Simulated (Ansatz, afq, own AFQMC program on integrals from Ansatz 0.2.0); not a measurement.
# CuCl+ (doublet): AFQMC on the coupled-cluster ladder, def2-SVP, part 2 of 2

Ansatz 0.2.0, Gaussian basis, and an in-house AFQMC program (afq) on its integrals; all values are calculated; def2-SVP, frozen cores.

## Step 12: Phaseless AFQMC, CISD trial on UHF

It reads the integrals that the CCSD(T) run on this determinant wrote.

Launch:

```sh
$ afq ham --method phaseless --trial cisd --walkers 4000 --populations 20 --least-time 60 --time-step 0.005 --steps-per-block 50 --equilibration-blocks 40 --max-blocks 4000 --target-error 0.00024 --factor-cut 1e-05 --start spin_pure --seed 5768 --release-times 0.24,0.6,1.2,1.8,2.6 --release-step 0.04 --release-every 4 --taylor-order 6
```

Output:

```text
orbitals 35  electrons 9 8  factors 286 of 506
reference energy -2097.78795016 Eh
CCSD correlation -0.38294730 Eh in 18 cycles, weight of the determinant in the CISD state 0.8637
energy of the start -2098.170717 Eh
 block  time / (1/Eh)  mean weight  energy / Eh
     1     0.250  1.0006  -2098.169789
     2     0.500  1.0000  -2098.174996
     3     0.750  1.0004  -2098.179153
     4     1.000  1.0003  -2098.180453
     5     1.250  1.0002  -2098.180965
     6     1.500  0.9999  -2098.182285
     7     1.750  1.0005  -2098.182253
     8     2.000  0.9999  -2098.184002
     9     2.250  0.9998  -2098.183224
    10     2.500  0.9998  -2098.183387
    11     2.750  1.0000  -2098.182640
    16     4.000  1.0004  -2098.183029
    21     5.250  1.0001  -2098.183989
    26     6.500  1.0000  -2098.182430
    31     7.750  0.9991  -2098.181892
    36     9.000  0.9996  -2098.181171
    41    10.250  1.0001  -2098.181664
    46    11.500  1.0000  -2098.183285
    51    12.750  1.0005  -2098.177485
    56    14.000  1.0001  -2098.179294
    61    15.250  1.0006  -2098.180992
    66    16.500  0.9996  -2098.179996
    71    17.750  0.9994  -2098.178825
    76    19.000  1.0004  -2098.180737
    81    20.250  1.0001  -2098.181148
    86    21.500  1.0000  -2098.180098
    91    22.750  0.9997  -2098.180781
    96    24.000  0.9996  -2098.181190
   101    25.250  0.9995  -2098.180793
   106    26.500  0.9999  -2098.180277
   111    27.750  1.0003  -2098.179430
   116    29.000  0.9995  -2098.180978
   121    30.250  0.9998  -2098.179260
   126    31.500  1.0005  -2098.179732
   131    32.750  1.0007  -2098.179440
   136    34.000  0.9996  -2098.179949
   141    35.250  1.0006  -2098.185127
   146    36.500  0.9994  -2098.180159
   151    37.750  0.9994  -2098.184439
   156    39.000  0.9990  -2098.182218
   161    40.250  1.0004  -2098.181449
   166    41.500  0.9995  -2098.180724
   171    42.750  1.0001  -2098.179746
   176    44.000  1.0001  -2098.180844
   181    45.250  1.0001  -2098.182800
   186    46.500  1.0005  -2098.179194
   191    47.750  1.0002  -2098.182512
   196    49.000  1.0003  -2098.181079
   201    50.250  0.9999  -2098.182296
   206    51.500  1.0001  -2098.178601
   211    52.750  0.9994  -2098.180613
   216    54.000  0.9996  -2098.182030
   221    55.250  1.0005  -2098.180283
error from the spread of 20 populations
released: time / (1/Eh)  energy / Eh  error  mean overlap
  0.24  -2098.181590  0.000296  0.9983
  0.60  -2098.182338  0.000275  0.9963
  1.20  -2098.182461  0.000436  0.9940
  1.80  -2098.183503  0.000558  0.9882
  2.60  -2098.182271  0.002121  0.9835
energy -2098.180618 +/- 0.000129 Eh
```

Run time: 2 min. Hardware: 1 × NVIDIA H100 80GB HBM3 with 2 threads of AMD EPYC 7R13 (Zen 3), shared host; peak host memory 1.6 GiB.

Energy -57094.4032 ± 0.0035 eV. Caveats: constraint bias not in the error.

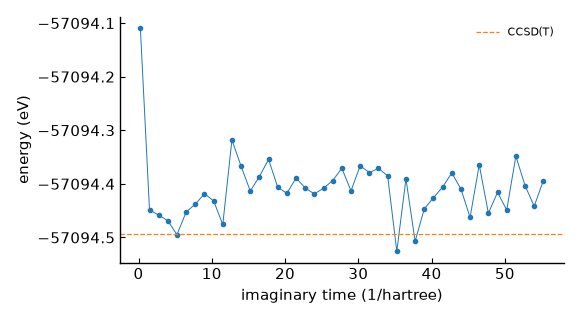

Block energies along the walk.

## Step 13: Phaseless AFQMC, single-determinant trial on UHF

It reads the integrals that the CCSD(T) run on this determinant wrote.

Launch:

```sh
$ afq ham --method phaseless --trial hf --walkers 4000 --populations 20 --least-time 40 --time-step 0.005 --steps-per-block 20 --equilibration-blocks 160 --max-blocks 4000 --target-error 0.0012000000000000001 --factor-cut 1e-05 --start spin_pure --seed 354 --taylor-order 6
```

Output:

```text
orbitals 35  electrons 9 8  factors 286 of 506
reference energy -2097.78795016 Eh
CCSD correlation -0.38294730 Eh in 18 cycles, weight of the determinant in the CISD state 0.8637
energy of the start -2097.788039 Eh
 block  time / (1/Eh)  mean weight  energy / Eh
     1     0.100  1.0031  -2097.947042
     2     0.200  1.0036  -2098.019913
     3     0.300  1.0038  -2098.065352
     4     0.400  1.0034  -2098.095225
     5     0.500  1.0023  -2098.120414
     6     0.600  1.0017  -2098.139063
     7     0.700  1.0014  -2098.153304
     8     0.800  1.0018  -2098.158389
     9     0.900  1.0005  -2098.167060
    10     1.000  1.0011  -2098.163008
    11     1.100  1.0006  -2098.166757
    16     1.600  1.0006  -2098.188090
    21     2.100  1.0000  -2098.179709
    26     2.600  1.0001  -2098.184897
    31     3.100  0.9999  -2098.172207
    36     3.600  1.0000  -2098.184182
    41     4.100  0.9999  -2098.190687
    46     4.600  1.0001  -2098.194299
    51     5.100  1.0001  -2098.186005
    56     5.600  1.0000  -2098.188063
    61     6.100  1.0000  -2098.180833
    66     6.600  0.9999  -2098.177425
    71     7.100  0.9998  -2098.178918
    76     7.600  0.9997  -2098.187318
    81     8.100  1.0003  -2098.196111
    86     8.600  1.0004  -2098.181428
    91     9.100  1.0005  -2098.186501
    96     9.600  1.0002  -2098.174961
   101    10.100  1.0006  -2098.181549
   106    10.600  1.0006  -2098.190564
   111    11.100  1.0003  -2098.199166
   116    11.600  1.0001  -2098.187748
   121    12.100  0.9996  -2098.204619
   126    12.600  0.9997  -2098.197644
   131    13.100  1.0003  -2098.179732
   136    13.600  1.0003  -2098.187317
   141    14.100  0.9996  -2098.194072
   146    14.600  0.9997  -2098.186403
   151    15.100  0.9996  -2098.187954
   156    15.600  0.9998  -2098.185125
   161    16.100  1.0006  -2098.200213
   166    16.600  0.9997  -2098.196525
   171    17.100  0.9996  -2098.196260
   176    17.600  1.0002  -2098.201896
   181    18.100  1.0006  -2098.194084
   186    18.600  0.9998  -2098.201382
   191    19.100  1.0003  -2098.198528
   196    19.600  0.9999  -2098.199513
   201    20.100  1.0004  -2098.202503
   206    20.600  1.0003  -2098.192154
   211    21.100  1.0001  -2098.201274
   216    21.600  1.0005  -2098.197388
   221    22.100  1.0001  -2098.197148
error from the spread of 20 populations
energy -2098.197338 +/- 0.001750 Eh
```

Wall time 34 s (1 × NVIDIA H100 80GB HBM3 with 2 threads of AMD EPYC 7R13 (Zen 3), shared host); peak host memory 1.6 GiB.

Energy -57094.8582 ± 0.0476 eV. Caveats: constraint bias not in the error.

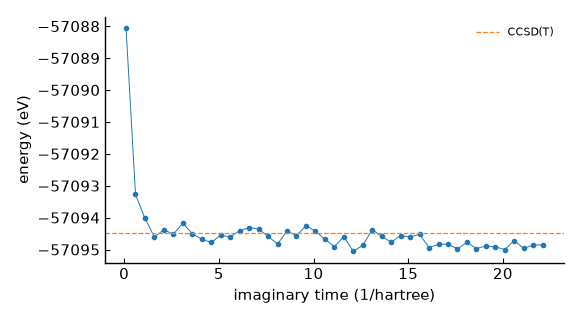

Block energies along the walk.

## Step 14: All levels side by side

On the UHF determinant, counted from CCSD(T) (a yardstick, not exact):

```tsv
level	energy (eV)	from CCSD(T) (meV)	statistical error (meV)	time
HF	-57083.7182	+10775.4		
MP2	-57094.5342	-40.6		
CCSD	-57094.1387	+354.9		
CCSD(T)	-57094.4936	0.0		
Phaseless AFQMC, CISD trial, step 0.005, 4000 walkers	-57094.4032	+90.3	3.5	2 min
Phaseless AFQMC, single-determinant trial, step 0.005, 4000 walkers	-57094.8582	-364.6	47.6	34 s
```

The functionals' totals stand on their own zeros and serve differences with other points: PBE -57132.266 eV; r2SCAN -57143.020 eV; PBE0 -57133.381 eV; B3LYP -57145.761 eV; wB97M-V -57141.142 eV; B2PLYP -57131.077 eV.

## Step 15: Summary of results

What follows sums up all 2 parts.

| quantity | value |
| --- | --- |
| Phaseless AFQMC, CISD trial on UHF from CCSD(T) | +90.3 ± 3.5 meV |
| Phaseless AFQMC, single-determinant trial on UHF from CCSD(T) | -364.6 ± 47.6 meV |

In words: On UHF the phaseless walk with the CISD trial lies +90.3 meV from CCSD(T), 26 times its error bar. A single-determinant trial moves the result by -455.0 meV. Error bars are statistical and leave out the constraint, the time step and what remains of the start.
